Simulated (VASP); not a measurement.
## A VASP study of TlNi2S2 (LDA + U): structure first, properties next

Aim: relax TlNi2S2, then compute properties on the relaxed cell. The steps: magnetic order: ferromagnetic, magnetic order: antiferromagnetic within the cell, magnetic order: antiferromagnetic, q = (0, 0, 1/2), magnetic order: antiferromagnetic, q = (1/2, 1/2, 1/2), magnetic order: antiferromagnetic, q = (1/2, 0, 0), the orders side by side, full relaxation (LDA + U), second relaxation, density, ELF and potential (LDA + U), band structure (LDA + U), density of states (LDA + U), zone-centre phonons (LDA + U) and field gradients at the nuclei (LDA + U). The start is a cell from a database of measured crystal structures.

Method: LDA, DFT+U (Ni d 5 eV), spin-polarised from a ferromagnetic start; plane waves and PAW (Tl_d, Ni, S), in the first sound run; inputs show where later runs differ, in VASP 6.6.1.

## 1. Starting point

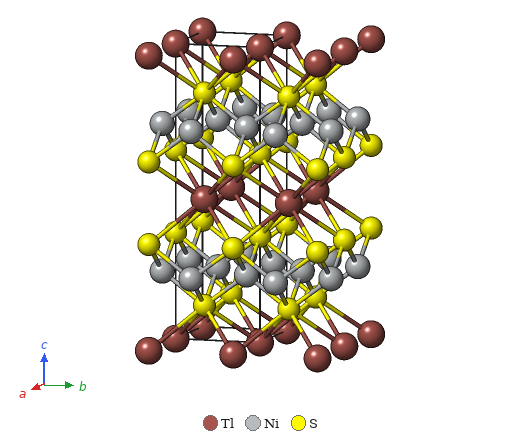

Start, viewed slightly off an axis; thallium brown, nickel light grey, sulfur yellow. 2×2×1 cells are drawn. This picture shows the conventional cell, with its axes. Some periodic images of atoms are drawn too.

## 2. Magnetic order: ferromagnetic

The properties of a magnet depend on its order, so a few collinear patterns are compared first on the cell as listed, beginning with all moments parallel. LDA, the lowest rung, knows the local density alone. A Hubbard U penalises fractional filling of the localised shell, which semilocal functionals favour.

INCAR

```
SYSTEM = TlNi2S2
PREC = Accurate
ENCUT = 400
EDIFF = 1E-06
NELM = 100
ISMEAR = 0
SIGMA = 0.05
LREAL = .FALSE.
ALGO = Normal
GGA = CA
NBANDS = 33
ISPIN = 2
MAGMOM = 0 1 1 0 0
LDAU = .TRUE.
LDAUTYPE = 2
LDAUL = -1 2 -1
LDAUU = 0 5 0
LDAUJ = 0 0 0
LDAUPRINT = 1
LASPH = .TRUE.
LMAXMIX = 4
LORBIT = 11
LWAVE = .FALSE.
LCHARG = .FALSE.
KPAR = 8
ISIF = 2
```

POSCAR

```
TlNi2S2
1.0
    0.0000000000     -3.7920000000      0.0000000000
   -3.7920000000      0.0000000000      0.0000000000
    1.8960000000     -1.8960000000     -6.3850000000
Tl Ni S
1 2 2
Direct
    0.0000000000      0.0000000000      0.0000000000
    0.7500000000      0.7500000000      0.5000000000
    0.2500000000      0.2500000000      0.5000000000
    0.3600000000      0.6400000000      0.2800000000
    0.6400000000      0.3600000000      0.7200000000
```

KPOINTS

```
Automatic mesh
0
Gamma
6 6 6
0 0 0
```

The projector-augmented-wave data sets are Tl_d, Ni and S (LDA family, release 64).

Command:

```bash
$ mpirun -np 8 vasp_std
```

Log:

```text
[banner, memory and clock lines left out]
running    8 mpi-ranks, on    1 nodes
 distrk:  each k-point on    1 cores,    8 groups
 distr:  one band on    1 cores,    1 groups

 POSCAR found type information on POSCAR TlNiS
 POSCAR found :  3 types and       5 ions
|                                                                             |
|           W    W    AA    RRRRR   N    N  II  N    N   GGGG   !!!           |
|           W    W   A  A   R    R  NN   N  II  NN   N  G    G  !!!           |
|           W    W  A    A  R    R  N N  N  II  N N  N  G       !!!           |
|           W WW W  AAAAAA  RRRRR   N  N N  II  N  N N  G  GGG   !            |
|           WW  WW  A    A  R   R   N   NN  II  N   NN  G    G                |
|           W    W  A    A  R    R  N    N  II  N    N   GGGG   !!!           |
|                                                                             |
|     For optimal performance we recommend to set                             |
|       NCORE = 2 up to number-of-cores-per-socket                            |
|     NCORE specifies how many cores store one orbital (NPAR=cpu/NCORE).      |
|     This setting can greatly improve the performance of VASP for DFT.       |
|     The default, NCORE=1 might be grossly inefficient on modern             |
|     multi-core architectures or massively parallel machines. Do your        |
|     Unfortunately you need to use the default for GW and RPA                |
|     calculations (for HF NCORE is supported but not extensively tested      |
|     yet).                                                                   |
|                                                                             |

 LDA part: xc-table for (Slater(with rela. corr.)+CA(PZ))
 , standard interpolation
 POSCAR, INCAR and KPOINTS ok, starting setup
 FFT: planning ... GRIDC
 FFT: planning ... GRID_SOFT
 FFT: planning ... GRID
 WAVECAR not read
 entering main loop
       N       E                     dE             d eps       ncg     rms          rms(c)
DAV:   1     0.290535939391E+03    0.29054E+03   -0.17316E+04  3960   0.119E+03
DAV:   2     0.362375492096E+01   -0.28691E+03   -0.27109E+03  4127   0.297E+02
DAV:   3    -0.209778045518E+02   -0.24602E+02   -0.23885E+02  4691   0.979E+01
DAV:   4    -0.216500301365E+02   -0.67223E+00   -0.67015E+00  4422   0.159E+01
DAV:   5    -0.216667283538E+02   -0.16698E-01   -0.16695E-01  4789   0.265E+00    0.159E+01
DAV:   6    -0.219900241484E+02   -0.32330E+00   -0.11234E+01  4748   0.557E+01    0.175E+01
DAV:   7    -0.206315565538E+02    0.13585E+01   -0.58900E+00  4740   0.426E+01    0.627E+00
DAV:   8    -0.207661070758E+02   -0.13455E+00   -0.99082E-01  5163   0.613E+00    0.346E+00
DAV:   9    -0.207896816804E+02   -0.23575E-01   -0.19450E-01  5582   0.475E+00    0.150E+00
DAV:  10    -0.208354931766E+02   -0.45811E-01   -0.16049E-01  6266   0.349E+00    0.945E-01
DAV:  11    -0.208812853788E+02   -0.45792E-01   -0.19212E-01  5550   0.252E+00    0.691E-01
DAV:  12    -0.209028803890E+02   -0.21595E-01   -0.53706E-02  5243   0.136E+00    0.475E-01
DAV:  13    -0.209106287013E+02   -0.77483E-02   -0.20490E-02  5274   0.855E-01    0.272E-01
DAV:  14    -0.209141832354E+02   -0.35545E-02   -0.19041E-02  5713   0.753E-01    0.172E-01
DAV:  15    -0.209147870826E+02   -0.60385E-03   -0.44487E-03  5410   0.355E-01    0.637E-02
DAV:  16    -0.209148359385E+02   -0.48856E-04   -0.60410E-04  4982   0.186E-01    0.325E-02
DAV:  17    -0.209148522134E+02   -0.16275E-04   -0.72009E-05  5275   0.675E-02    0.156E-02
DAV:  18    -0.209148595798E+02   -0.73663E-05   -0.56088E-05  5475   0.368E-02    0.892E-03
DAV:  19    -0.209148605243E+02   -0.94454E-06   -0.24901E-06  3166   0.130E-02
   1 F= -.20914861E+02 E0= -.20912999E+02  d E =-.372237E-02  mag=     2.0060
```

Wall time 31 s (8 MPI ranks of AMD EPYC 7R43, shared host); peak memory 1.9 GiB; 3.9 min of CPU time.

Lines that name or quote the potential files are left out of all logs, and their timing lines are given in words.

OUTCAR, selected parts (step 2):

```text
ion  position               nearest neighbor table
   1  0.000  0.000  0.000-   5 3.22   5 3.22   4 3.22   4 3.22   5 3.22   5 3.22   4 3.22   4 3.22

  LATTYP: Found a body centered tetragonal cell.
 ALAT       =     3.7920000000
 C/A-ratio  =     3.3676160338

 Subroutine GETGRP returns: Found 16 space group operations
 (whereof 16 operations were pure point group operations)

The static configuration has the point symmetry D_4h.

 Found     30 irreducible k-points:

   k-points           NKPTS =     30   k-points in BZ     NKDIM =     30   number of bands    NBANDS=     33

   dimension x,y,z NGX =    28 NGY =   28 NGZ =   48
   dimension x,y,z NGXF=    56 NGYF=   56 NGZF=   96

   ENCUT  =  400.0 eV  29.40 Ry    5.42 a.u.   6.18  6.18 11.29*2*pi/ulx,y,z

   NELECT =      45.0000    total number of electrons

 k-points in reciprocal lattice and weights: Automatic mesh
   0.00000000  0.00000000  0.00000000       0.005
   0.16666667  0.00000000  0.00000000       0.037
   0.33333333  0.00000000 -0.00000000       0.037
   0.50000000  0.00000000 -0.00000000       0.019
   0.16666667  0.16666667  0.00000000       0.019
   0.33333333  0.16666667 -0.00000000       0.074
   0.50000000  0.16666667 -0.00000000       0.074
  -0.33333333  0.16666667  0.00000000       0.074
  -0.16666667  0.16666667  0.00000000       0.037
[...]
-0.16666667  0.16666667  0.33333333       0.019
   0.00000000  0.00000000  0.50000000       0.005

atom =   2  type =  2  l = 2

 onsite density matrix

spin component  1

  0.9582  0.0000  0.0000 -0.0000  0.0000
  0.0000  0.9235  0.0000 -0.0000 -0.0000
  0.0000  0.0000  0.9481 -0.0000  0.0000
 -0.0000 -0.0000 -0.0000  0.9235  0.0000
  0.0000 -0.0000  0.0000  0.0000  0.9578

spin component  2

  0.3026 -0.0000  0.0000  0.0000 -0.0000
 -0.0000  0.8677  0.0000 -0.0000  0.0000
  0.0000  0.0000  0.8862  0.0000  0.0000
  0.0000 -0.0000  0.0000  0.8677 -0.0000
 -0.0000  0.0000  0.0000 -0.0000  0.9213

 occupancies and eigenvectors

  o =  0.3026  v =  0.0000  0.0000  0.0000  0.0000  0.0000  1.0000  0.0000  0.0000  0.0000  0.0000      0.0000  0.0000  0.0000  0.0000  0.0000  0.0000  0.0000  0.0000  0.0000  0.0000
  o =  0.8677  v =  0.0000  0.0000  0.0000  0.0000  0.0000  0.0000 -0.2510  0.0000 -0.9680 -0.0000      0.0000  0.0000  0.0000  0.0000  0.0000  0.0000  0.0000  0.0000  0.0000  0.0000
  o =  0.8677  v =  0.0000  0.0000  0.0000  0.0000  0.0000  0.0000 -0.9680 -0.0000  0.2510 -0.0000      0.0000  0.0000  0.0000  0.0000  0.0000  0.0000  0.0000  0.0000  0.0000  0.0000
  o =  0.8862  v =  0.0000  0.0000  0.0000  0.0000  0.0000  0.0000 -0.0000  1.0000  0.0000 -0.0000      0.0000  0.0000  0.0000  0.0000  0.0000  0.0000  0.0000  0.0000  0.0000  0.0000
  o =  0.9213  v =  0.0000  0.0000  0.0000  0.0000  0.0000  0.0000 -0.0000  0.0000  0.0000  1.0000      0.0000  0.0000  0.0000  0.0000  0.0000  0.0000  0.0000  0.0000  0.0000  0.0000
  o =  0.9235  v =  0.0000 -0.1582  0.0000 -0.9874 -0.0000  0.0000  0.0000  0.0000  0.0000  0.0000      0.0000  0.0000  0.0000  0.0000  0.0000  0.0000  0.0000  0.0000  0.0000  0.0000
  o =  0.9235  v =  0.0000 -0.9874  0.0000  0.1582  0.0000  0.0000  0.0000  0.0000  0.0000  0.0000      0.0000  0.0000  0.0000  0.0000  0.0000  0.0000  0.0000  0.0000  0.0000  0.0000
  o =  0.9481  v =  0.0000 -0.0000 -1.0000 -0.0000 -0.0000  0.0000  0.0000  0.0000  0.0000  0.0000      0.0000  0.0000  0.0000  0.0000  0.0000  0.0000  0.0000  0.0000  0.0000  0.0000
  o =  0.9578  v =  0.0000  0.0000 -0.0000 -0.0000  1.0000  0.0000  0.0000  0.0000  0.0000  0.0000      0.0000  0.0000  0.0000  0.0000  0.0000  0.0000  0.0000  0.0000  0.0000  0.0000
  o =  0.9582  v =  1.0000  0.0000  0.0000  0.0000  0.0000  0.0000  0.0000  0.0000  0.0000  0.0000      0.0000  0.0000  0.0000  0.0000  0.0000  0.0000  0.0000  0.0000  0.0000  0.0000

atom =   3  type =  2  l = 2

 onsite density matrix

spin component  1

spin component  2

  0.3026  0.0000  0.0000 -0.0000  0.0000
  0.0000  0.8677 -0.0000 -0.0000  0.0000
  0.0000 -0.0000  0.8862  0.0000  0.0000
 -0.0000 -0.0000  0.0000  0.8677 -0.0000
  0.0000  0.0000  0.0000 -0.0000  0.9213

 occupancies and eigenvectors

  o =  0.3026  v =  0.0000  0.0000  0.0000  0.0000  0.0000  1.0000  0.0000  0.0000  0.0000  0.0000      0.0000  0.0000  0.0000  0.0000  0.0000  0.0000  0.0000  0.0000  0.0000  0.0000
  o =  0.8677  v =  0.0000  0.0000  0.0000  0.0000  0.0000  0.0000 -0.7169  0.0000 -0.6972  0.0000      0.0000  0.0000  0.0000  0.0000  0.0000  0.0000  0.0000  0.0000  0.0000  0.0000
  o =  0.8677  v =  0.0000  0.0000  0.0000  0.0000  0.0000  0.0000 -0.6972 -0.0000  0.7169  0.0000      0.0000  0.0000  0.0000  0.0000  0.0000  0.0000  0.0000  0.0000  0.0000  0.0000
  o =  0.8862  v =  0.0000  0.0000  0.0000  0.0000  0.0000  0.0000 -0.0000 -1.0000 -0.0000 -0.0000      0.0000  0.0000  0.0000  0.0000  0.0000  0.0000  0.0000  0.0000  0.0000  0.0000
  o =  0.9213  v =  0.0000  0.0000  0.0000  0.0000  0.0000  0.0000  0.0000 -0.0000 -0.0000  1.0000      0.0000  0.0000  0.0000  0.0000  0.0000  0.0000  0.0000  0.0000  0.0000  0.0000
  o =  0.9235  v =  0.0000  0.0437 -0.0000 -0.9990  0.0000  0.0000  0.0000  0.0000  0.0000  0.0000      0.0000  0.0000  0.0000  0.0000  0.0000  0.0000  0.0000  0.0000  0.0000  0.0000
  o =  0.9235  v =  0.0000 -0.9990 -0.0000 -0.0437  0.0000  0.0000  0.0000  0.0000  0.0000  0.0000      0.0000  0.0000  0.0000  0.0000  0.0000  0.0000  0.0000  0.0000  0.0000  0.0000
  o =  0.9481  v =  0.0000 -0.0000  1.0000 -0.0000 -0.0000  0.0000  0.0000  0.0000  0.0000  0.0000      0.0000  0.0000  0.0000  0.0000  0.0000  0.0000  0.0000  0.0000  0.0000  0.0000
  o =  0.9578  v =  0.0000 -0.0000 -0.0000 -0.0000 -1.0000  0.0000  0.0000  0.0000  0.0000  0.0000      0.0000  0.0000  0.0000  0.0000  0.0000  0.0000  0.0000  0.0000  0.0000  0.0000
  o =  0.9582  v =  1.0000  0.0000  0.0000  0.0000  0.0000  0.0000  0.0000  0.0000  0.0000  0.0000      0.0000  0.0000  0.0000  0.0000  0.0000  0.0000  0.0000  0.0000  0.0000  0.0000

 average (electrostatic) potential at core
       1 -83.1973       2 -84.1657       3 -84.1657       4 -86.3084       5 -86.3084

 E-fermi :   5.7670

 spin component 1
 k-point     1 :       0.0000    0.0000    0.0000
  band No.  band energies     occupation
    ...
     20       4.3355      1.00000
     21       4.3355      1.00000
     22       5.6779      0.99413
     23       5.7121      0.93990
     24       5.7121      0.93990
     25       8.0025      0.00000
     26      10.8097      0.00000
     27      10.8185      0.00000
     28      11.2931      0.00000
     29      11.8762      0.00000
    ...

 k-point     2 :       0.1667    0.0000    0.0000
  band No.  band energies     occupation
    ...
     18       3.1986      1.00000
     19       3.4093      1.00000
     20       3.7619      1.00000
     21       4.5409      1.00000
     22       5.6154      0.99999
     23       5.7824      0.33162
     24       5.9260      0.00000
     25       8.5188      0.00000
     26       9.4508      0.00000
     27      11.3912      0.00000
    ...

 k-point     3 :       0.3333    0.0000   -0.0000
  band No.  band energies     occupation
    ...
     18       2.9024      1.00000
     19       3.1598      1.00000
     20       3.2936      1.00000
     21       4.9979      1.00000
     22       5.2357      1.00000
     23       5.8008      0.16983
     24       5.8532      0.00739
     25       8.1338      0.00000
     26       9.3864      0.00000
     27      11.3457      0.00000
    ...

 k-point     4 :       0.5000    0.0000   -0.0000
  band No.  band energies     occupation
    ...
     19       3.0325      1.00000
     20       3.3132      1.00000
     21       4.5812      1.00000
     22       5.4737      1.00000
     23       5.5262      1.00000
     24       5.8030      0.15473
     25       7.9046      0.00000
     26      10.5090      0.00000
     27      10.7917      0.00000
     28      11.2502      0.00000
    ...

 k-point     5 :       0.1667    0.1667    0.0000
  band No.  band energies     occupation
    ...
     19       3.2780      1.00000
     20       3.5884      1.00000
     21       4.2233      1.00000
     22       4.9608      1.00000
     23       5.6398      0.99984
     24       6.3250      0.00000
     25       9.3784      0.00000
     26       9.4375      0.00000
     27      10.5156      0.00000
     28      11.7097      0.00000
    ...

 k-point     6 :       0.3333    0.1667   -0.0000
  band No.  band energies     occupation
    ...
     20       3.2612      1.00000
     21       4.4241      1.00000
     22       4.7637      1.00000
     23       5.3113      1.00000
     24       5.7445      0.73850
     25       8.7358      0.00000
     26       9.8233      0.00000
     27      10.4546      0.00000
     28      11.4258      0.00000
     29      11.6368      0.00000
    ...

  Total       -6.3092002     -6.3092002     -5.9450386      0.0000000     -0.0000000      0.0000000
  in kB     -110.1000036   -110.1000036   -103.7451261      0.0000000     -0.0000000      0.0000000
  external PRESSURE =    -107.9817111 kB  Pullay stress =       0.0000000 kB

  energy-cutoff  :      400.00
  volume of cell :       91.81
      direct lattice vectors                 reciprocal lattice vectors
     0.000000000 -3.792000000  0.000000000     0.000000000 -0.263713080  0.078308536
    -3.792000000  0.000000000  0.000000000    -0.263713080  0.000000000 -0.078308536
     1.896000000 -1.896000000 -6.385000000     0.000000000  0.000000000 -0.156617071

 POSITION                                       TOTAL-FORCE (eV/Angst)
 -----------------------------------------------------------------------------------
      0.00000      0.00000      0.00000        -0.000000     -0.000000      0.000000
     -1.89600     -3.79200     -3.19250         0.000000      0.000000      0.000000
      0.00000     -1.89600     -3.19250         0.000000      0.000000      0.000000
     -1.89600     -1.89600     -1.78780        -0.000000     -0.000000     -1.906809
      0.00000     -3.79200     -4.59720        -0.000000     -0.000000      1.906809
 -----------------------------------------------------------------------------------
    total drift:                               -0.000000     -0.000000     -0.000000

  FREE ENERGIE OF THE ION-ELECTRON SYSTEM (eV)
  ---------------------------------------------------
  free  energy   TOTEN  =       -20.9148605243 eV

  energy  without entropy=      -20.9111381555  energy(sigma->0) =      -20.91299934

 total charge
# of ion       s       p       d       tot
------------------------------------------
    1        1.269   0.194   9.663  11.126
    2        0.376   0.418   8.527   9.320
    3        0.376   0.418   8.527   9.320
    4        1.344   2.271   0.000   3.615
    5        1.344   2.271   0.000   3.615
--------------------------------------------------
tot          4.709   5.572  26.716  36.997

 magnetization (x)
# of ion       s       p       d       tot
------------------------------------------
    1        0.004   0.007   0.002   0.014
    2       -0.001  -0.004   0.866   0.861
    3       -0.001  -0.004   0.866   0.861
    4        0.004   0.102   0.000   0.106
    5        0.004   0.102   0.000   0.106
--------------------------------------------------
tot          0.010   0.204   1.734   1.949

[... 6 further parts left out ...]
```

The k-mesh is coarse for a metal. At this level the cell is under a tension of 10.8 GPa, so at these settings it is away from equilibrium.

Numbers from this step:

* electronic cycles: 19
* electrons: 45
* bands: 33
* irreducible k-points: 30
* symmetry operations: 16
* free energy (TOTEN): -20.91 eV
* energy at zero smearing: -20.91 eV
* Fermi energy: 5.767 eV
* pressure: -10.80 GPa
* moment of the cell, from the last line of the log: 2.006 μB
* metallic: yes

Spin moment in the PAW sphere by atom:

| atom | spin moment in the PAW sphere (μB) |
| --- | --- |
| Tl1 | 0.014 |
| Ni2 | 0.861 |
| Ni3 | 0.861 |
| S4 | 0.106 |
| S5 | 0.106 |

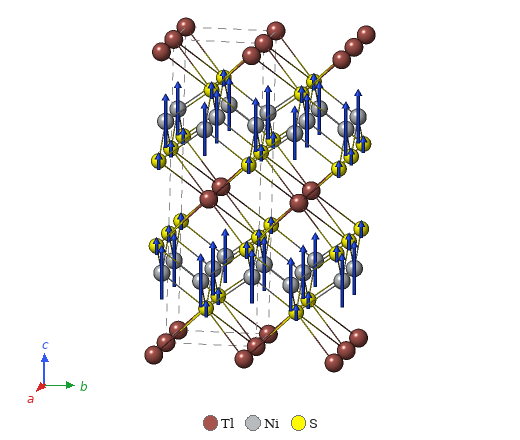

Spin moment in the PAW sphere as arrows, the longest 0.861 μB. Up and down stand for the sign. Arrows give size and sign along the axis of quantisation, drawn up and down the page. Each arrow also spans its atom, so small moments look longer than they are. 2×2×1 conventional cells are drawn. Some periodic images of atoms are drawn too.

Force by atom:

| atom | x (eV/Å) | y (eV/Å) | z (eV/Å) | size |
| --- | --- | --- | --- | --- |
| Tl1 | 0.00 | 0.00 | 0.00 | 0.00 |
| Ni2 | 0.00 | 0.00 | 0.00 | 0.00 |
| Ni3 | 0.00 | 0.00 | 0.00 | 0.00 |
| S4 | 0.00 | 0.00 | -1.91 | 1.91 |
| S5 | 0.00 | 0.00 | 1.91 | 1.91 |

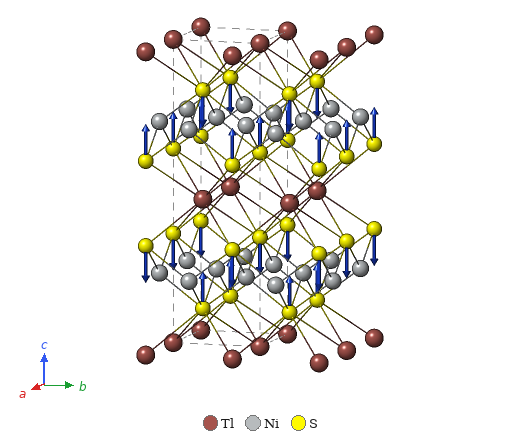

Force as arrows, the longest 1.91 eV/Å. 2×2×1 conventional cells are drawn. Some periodic images of atoms are drawn too.

The run ends ferromagnetic with a largest moment of 0.86 μB, and the mesh shows no gap.

(Continued in part 2 of 13.)

[Lines on the potential files, build, host, timing and source positions are cut from VASP's logs without a mark.]

[Logs are printed without paths, hosts, clocks, repeated set-up lines and the standing remarks that a program may print on its own settings, such as how far it seeks lower states.]

[Hosts, paths, dates, database ids (printed as entryN), source tags and the programs' standing remarks are cut or masked in the printed files.]

[A measured line is paired with the nearest computed mode of its activity, which favours agreement.]

[In band tables of VASP the shares of atoms and orbitals are scaled to a sum of 1 inside the atoms' spheres.]
